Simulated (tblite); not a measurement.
Run report: C4H9BrFSi, geometry relaxation (part 4 of 4)

Continued. System: C4H9BrFSi, multiplicity 2. Method: GFN2-xTB geometry optimisation, gas phase (tblite 0.8.0). It belongs to a series of runs on one base structure; here: H removed from Si.

Geometry of the input (Å):
```
C  0.6817  1.8972  0.3045
Si 0.6473  0.0962  0.6903
C  1.7011  -0.9183  -0.4266
Br 3.5721  -0.5489  -0.0715
C  -1.1031  -0.5659  0.8180
C  -1.8689  -0.5914  -0.5073
F  -1.2676  -1.4782  -1.3469
H  0.2992  2.0931  -0.6991
H  0.0546  2.4591  1.0085
H  1.6826  2.3069  0.3659
H  1.5315  -0.6808  -1.4872
H  1.5561  -1.9932  -0.2831
H  -1.0593  -1.5814  1.2218
H  -1.6517  0.0447  1.5302
H  -2.8971  -0.9157  -0.3450
H  -1.8861  0.3857  -0.9886
```

### Trajectory as extended XYZ, continued
```
16
Properties=species:S:1:pos:R:3:forces:R:3 step=92 energy=-642.81923
C     0.6550    1.8549    0.2106    0.0050   0.0020   0.0010
Si    0.6372    0.0585    0.8403   -0.0100  -0.0110  -0.0040
C     1.7482   -1.0364   -0.2848   -0.0080  -0.0110  -0.0040
Br    3.5523   -0.2832   -0.3708    0.0020   0.0050   0.0030
C    -1.1428   -0.6682    0.8461    0.0010  -0.0030   0.0080
C    -1.8669   -0.3962   -0.4608    0.0040  -0.0010   0.0120
F    -1.1390   -0.8811   -1.5256   -0.0060   0.0000  -0.0040
H     0.3383    1.8994   -0.8313    0.0070   0.0030  -0.0070
H    -0.0108    2.4866    0.7919   -0.0030   0.0060  -0.0030
H     1.6512    2.2834    0.2674    0.0100   0.0010  -0.0010
H     1.3844   -1.0725   -1.3116    0.0140   0.0060   0.0110
H     1.8664   -2.0541    0.0805   -0.0080   0.0080  -0.0040
H    -1.1169   -1.7433    1.0235    0.0020   0.0000  -0.0070
H    -1.7302   -0.2242    1.6471    0.0020   0.0020  -0.0010
H    -2.8429   -0.8915   -0.5024    0.0020  -0.0050  -0.0050
H    -1.9910    0.6768   -0.6362   -0.0130  -0.0010   0.0050
16
Properties=species:S:1:pos:R:3:forces:R:3 step=94 energy=-642.81936
C     0.6560    1.8542    0.2087   -0.0010   0.0040  -0.0070
Si    0.6361    0.0573    0.8386   -0.0060   0.0110   0.0030
C     1.7495   -1.0403   -0.2806    0.0040   0.0000  -0.0020
Br    3.5490   -0.2768   -0.3795   -0.0020   0.0030   0.0040
C    -1.1433   -0.6703    0.8446   -0.0040  -0.0020   0.0030
C    -1.8695   -0.3920   -0.4600    0.0040   0.0010   0.0090
F    -1.1375   -0.8604   -1.5294   -0.0030  -0.0060  -0.0050
H     0.3419    1.8992   -0.8343    0.0060  -0.0030  -0.0010
H    -0.0122    2.4859    0.7880    0.0110  -0.0010  -0.0070
H     1.6524    2.2826    0.2666   -0.0020  -0.0030   0.0070
H     1.3829   -1.0878   -1.3054    0.0100   0.0040  -0.0010
H     1.8757   -2.0531    0.0942   -0.0080  -0.0050  -0.0030
H    -1.1154   -1.7465    1.0172   -0.0030   0.0100  -0.0080
H    -1.7297   -0.2297    1.6483    0.0040  -0.0050  -0.0030
H    -2.8415   -0.8949   -0.5071    0.0030  -0.0030  -0.0020
H    -2.0020    0.6815   -0.6261   -0.0130  -0.0040   0.0120
16
Properties=species:S:1:pos:R:3:forces:R:3 step=97 energy=-642.81954
C     0.6564    1.8509    0.2020   -0.0010  -0.0060  -0.0050
Si    0.6338    0.0570    0.8396    0.0130   0.0000  -0.0030
C     1.7517   -1.0443   -0.2729    0.0050   0.0090   0.0070
Br    3.5437   -0.2662   -0.3862    0.0070   0.0020   0.0100
C    -1.1437   -0.6748    0.8434    0.0050   0.0070  -0.0070
C    -1.8721   -0.3828   -0.4561   -0.0090  -0.0030  -0.0120
F    -1.1367   -0.8291   -1.5329   -0.0010  -0.0020  -0.0010
H     0.3482    1.8904   -0.8427    0.0030  -0.0020  -0.0090
H    -0.0166    2.4828    0.7750    0.0100   0.0120  -0.0040
H     1.6520    2.2807    0.2633   -0.0060  -0.0020   0.0110
H     1.3844   -1.1049   -1.2961   -0.0100   0.0070  -0.0160
H     1.8871   -2.0524    0.1107   -0.0040  -0.0100   0.0050
H    -1.1116   -1.7526    1.0022   -0.0040  -0.0030   0.0000
H    -1.7296   -0.2451    1.6529   -0.0020  -0.0050   0.0090
H    -2.8401   -0.8921   -0.5123   -0.0020  -0.0110   0.0050
H    -2.0145    0.6916   -0.6059   -0.0040   0.0070   0.0100
16
Properties=species:S:1:pos:R:3:forces:R:3 step=99 energy=-642.81968
C     0.6550    1.8483    0.1962    0.0020  -0.0060   0.0020
Si    0.6338    0.0571    0.8407    0.0040  -0.0110  -0.0050
C     1.7531   -1.0463   -0.2684   -0.0020   0.0070  -0.0010
Br    3.5423   -0.2638   -0.3862    0.0170  -0.0030   0.0160
C    -1.1429   -0.6777    0.8432    0.0060   0.0060  -0.0020
C    -1.8729   -0.3767   -0.4532   -0.0100  -0.0040  -0.0030
F    -1.1352   -0.8092   -1.5336    0.0040   0.0040  -0.0100
H     0.3522    1.8818   -0.8502    0.0040   0.0030  -0.0070
H    -0.0214    2.4814    0.7635   -0.0030   0.0130  -0.0040
H     1.6488    2.2811    0.2623    0.0030  -0.0020   0.0020
H     1.3867   -1.1094   -1.2920   -0.0180   0.0040  -0.0100
H     1.8889   -2.0538    0.1175    0.0050   0.0020   0.0020
H    -1.1093   -1.7565    0.9929    0.0020  -0.0090   0.0040
H    -1.7280   -0.2557    1.6572   -0.0030  -0.0040   0.0060
H    -2.8382   -0.8900   -0.5156   -0.0090  -0.0130   0.0110
H    -2.0206    0.6984   -0.5906   -0.0030   0.0120  -0.0030
16
Properties=species:S:1:pos:R:3:forces:R:3 step=101 energy=-642.81982
C     0.6547    1.8484    0.1935    0.0040   0.0030   0.0070
Si    0.6348    0.0577    0.8397   -0.0170  -0.0050  -0.0020
C     1.7532   -1.0467   -0.2682   -0.0010   0.0050  -0.0120
Br    3.5442   -0.2676   -0.3819    0.0180  -0.0060   0.0180
C    -1.1419   -0.6780    0.8429   -0.0040  -0.0040   0.0120
C    -1.8745   -0.3762   -0.4522   -0.0010  -0.0020   0.0230
F    -1.1345   -0.8014   -1.5333    0.0100   0.0040  -0.0270
H     0.3560    1.8804   -0.8545    0.0090   0.0060   0.0060
H    -0.0229    2.4827    0.7582   -0.0120   0.0010  -0.0090
H     1.6475    2.2827    0.2649    0.0110  -0.0050  -0.0110
H     1.3891   -1.1069   -1.2931   -0.0180  -0.0010   0.0000
H     1.8847   -2.0551    0.1173    0.0100   0.0060  -0.0040
H    -1.1085   -1.7570    0.9920    0.0100  -0.0080  -0.0010
H    -1.7258   -0.2585    1.6592   -0.0030   0.0020  -0.0010
H    -2.8370   -0.8944   -0.5165   -0.0100  -0.0080   0.0130
H    -2.0267    0.6989   -0.5841   -0.0070   0.0120  -0.0120
16
Properties=species:S:1:pos:R:3:forces:R:3 step=103 energy=-642.82020
C     0.6574    1.8513    0.1918    0.0000   0.0150   0.0050
Si    0.6346    0.0594    0.8354   -0.0270   0.0150  -0.0030
C     1.7525   -1.0445   -0.2721    0.0110   0.0070  -0.0120
Br    3.5507   -0.2776   -0.3672    0.0060  -0.0060   0.0140
C    -1.1413   -0.6773    0.8424   -0.0200  -0.0220   0.0210
C    -1.8798   -0.3804   -0.4512    0.0160   0.0020   0.0350
F    -1.1380   -0.7999   -1.5336    0.0010   0.0030  -0.0240
H     0.3647    1.8863   -0.8584    0.0140   0.0030   0.0270
H    -0.0222    2.4866    0.7541   -0.0070  -0.0160  -0.0170
H     1.6503    2.2846    0.2710    0.0060  -0.0090  -0.0200
H     1.3954   -1.0977   -1.2999   -0.0140   0.0020   0.0010
H     1.8748   -2.0549    0.1102    0.0100  -0.0070  -0.0060
H    -1.1061   -1.7560    0.9962    0.0130   0.0000  -0.0150
H    -1.7234   -0.2583    1.6603   -0.0050   0.0140  -0.0040
H    -2.8384   -0.9071   -0.5124    0.0050   0.0080   0.0070
H    -2.0390    0.6944   -0.5826   -0.0100  -0.0110  -0.0090
16
Properties=species:S:1:pos:R:3:forces:R:3 step=106 energy=-642.82115
C     0.6614    1.8522    0.1763   -0.0090   0.0100  -0.0050
Si    0.6301    0.0646    0.8312    0.0070   0.0130  -0.0090
C     1.7533   -1.0343   -0.2769    0.0110  -0.0030   0.0090
Br    3.5690   -0.3017   -0.3066   -0.0070  -0.0040   0.0040
C    -1.1398   -0.6848    0.8463   -0.0110  -0.0130   0.0100
C    -1.8911   -0.3795   -0.4373    0.0170  -0.0010  -0.0100
F    -1.1540   -0.7816   -1.5313   -0.0200   0.0060   0.0140
H     0.3940    1.8751   -0.8809    0.0100   0.0070   0.0210
H    -0.0353    2.4902    0.7142    0.0110  -0.0150  -0.0090
H     1.6519    2.2881    0.2741   -0.0130  -0.0060  -0.0130
H     1.4217   -1.0591   -1.3140   -0.0150   0.0170  -0.0040
H     1.8473   -2.0554    0.0838    0.0100  -0.0140   0.0040
H    -1.0903   -1.7652    0.9852   -0.0020   0.0090  -0.0110
H    -1.7192   -0.2814    1.6739   -0.0020   0.0080  -0.0040
H    -2.8463   -0.9138   -0.4944    0.0200   0.0160  -0.0070
H    -2.0603    0.6955   -0.5595   -0.0050  -0.0290   0.0100
16
Properties=species:S:1:pos:R:3:forces:R:3 step=108 energy=-642.82133
C     0.6588    1.8498    0.1705    0.0000  -0.0040  -0.0030
Si    0.6303    0.0653    0.8327    0.0060  -0.0050   0.0020
C     1.7537   -1.0342   -0.2748   -0.0060  -0.0040   0.0070
Br    3.5705   -0.3074   -0.2982    0.0070   0.0010   0.0040
C    -1.1385   -0.6882    0.8486    0.0070   0.0050  -0.0030
C    -1.8892   -0.3746   -0.4327   -0.0010   0.0000  -0.0150
F    -1.1512   -0.7648   -1.5300   -0.0110   0.0050   0.0090
H     0.3989    1.8647   -0.8880    0.0010   0.0110  -0.0050
H    -0.0437    2.4878    0.6993   -0.0010  -0.0030   0.0040
H     1.6467    2.2899    0.2713    0.0000   0.0010  -0.0070
H     1.4232   -1.0531   -1.3126   -0.0110   0.0110  -0.0030
H     1.8432   -2.0573    0.0818    0.0090  -0.0100   0.0040
H    -1.0871   -1.7692    0.9780   -0.0020  -0.0010   0.0050
H    -1.7178   -0.2897    1.6784   -0.0020  -0.0010   0.0010
H    -2.8428   -0.9103   -0.4956    0.0070   0.0040  -0.0040
H    -2.0624    0.7002   -0.5450   -0.0030  -0.0100   0.0040
16
Properties=species:S:1:pos:R:3:forces:R:3 step=110 energy=-642.82140
C     0.6580    1.8494    0.1689    0.0010  -0.0020  -0.0030
Si    0.6312    0.0654    0.8327   -0.0020  -0.0010   0.0050
C     1.7532   -1.0362   -0.2737    0.0000  -0.0030   0.0030
Br    3.5708   -0.3097   -0.2998   -0.0020  -0.0010   0.0010
C    -1.1376   -0.6884    0.8486    0.0010   0.0020  -0.0010
C    -1.8886   -0.3731   -0.4323   -0.0020   0.0010   0.0020
F    -1.1474   -0.7528   -1.5304   -0.0010   0.0000  -0.0040
H     0.4007    1.8638   -0.8902   -0.0030   0.0070  -0.0040
H    -0.0465    2.4866    0.6960   -0.0010  -0.0050   0.0030
H     1.6449    2.2912    0.2714    0.0040   0.0020  -0.0050
H     1.4204   -1.0556   -1.3111    0.0000   0.0050   0.0080
H     1.8437   -2.0586    0.0852    0.0040  -0.0050  -0.0050
H    -1.0865   -1.7696    0.9774    0.0010  -0.0010   0.0020
H    -1.7170   -0.2910    1.6790    0.0000  -0.0010  -0.0010
H    -2.8389   -0.9136   -0.4995    0.0000   0.0000  -0.0010
H    -2.0679    0.7011   -0.5384   -0.0030   0.0020   0.0000
```

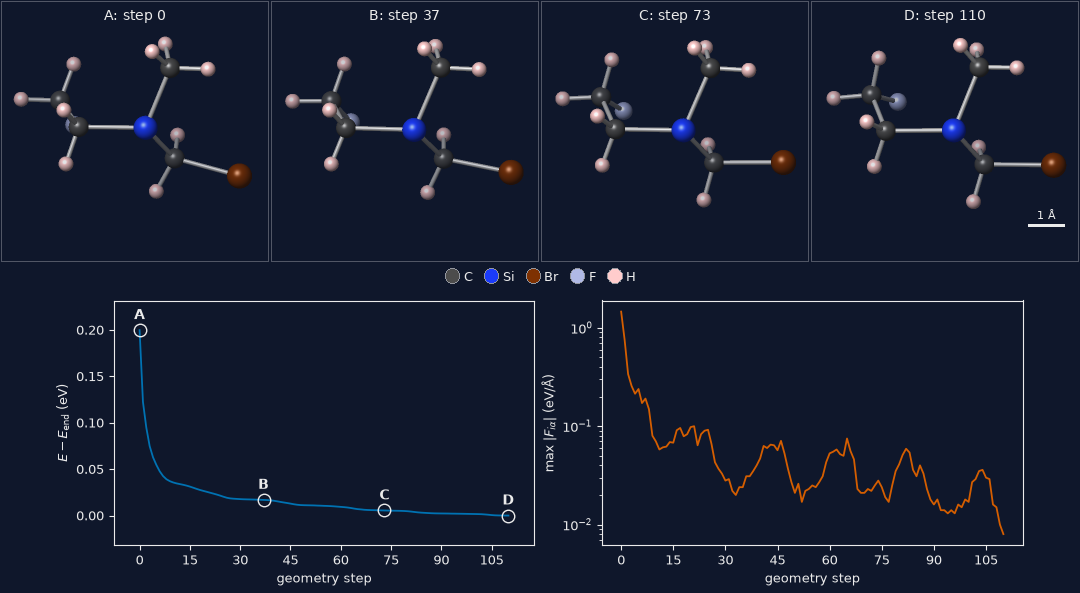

Frames of the relaxation (ball-and-stick view, seen at a tilt) above the curves, on which the letters mark them (steps are counted from 0).

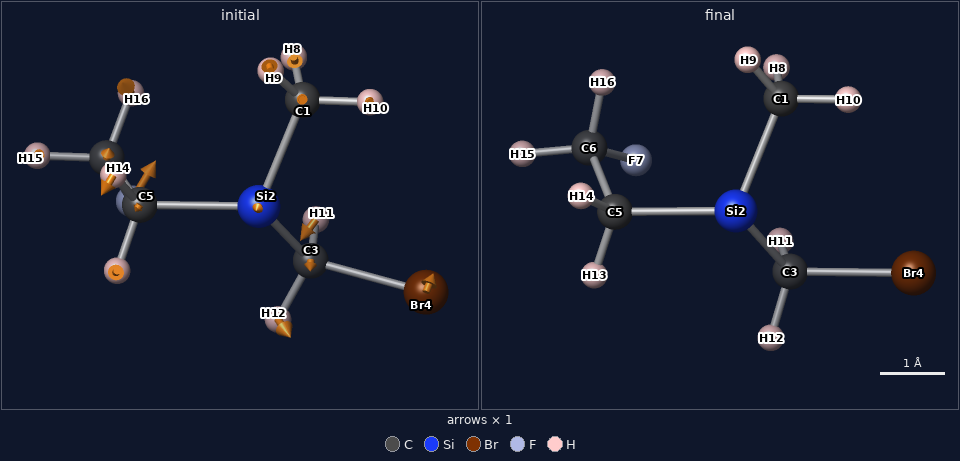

Before (left) and after (right) the relaxation, at one scale (ball-and-stick view, seen at a tilt). The orange arrows give the displacements, at true length. Over 110 geometry steps the energy falls by 0.200 eV. Largest force component: 1.5 eV/Å at the start, 0.008 eV/Å at the end. The atom that moves furthest after the best rigid fit is F7 (0.76 Å). Largest moves by element: F 0.76 Å, H 0.58 Å, Br 0.34 Å, C 0.23 Å, Si 0.15 Å. Among the contacts that change: Si2–C3 1.840 → 1.923 Å, C1–Si2 1.842 → 1.904 Å, Si2–C5 1.876 → 1.923 Å, C3–Br4 1.940 → 1.958 Å. Among the angles that change: C1–Si2–C3 113.6° → 109.2°, C3–Si2–C5 112.4° → 108.5°, Si2–C5–C6 114.4° → 111.5°. (Atoms are counted from 1 in the order of the input.)

### Key numbers

```json
{"quantity": "outcome", "value": "converged"}
{"quantity": "total energy", "value": "−642.8214 eV"}
{"quantity": "hardware", "value": "1 CPU thread, shared host"}
{"quantity": "wall time", "value": "0.72 s"}
{"quantity": "peak memory", "value": "0.18 GiB"}
```
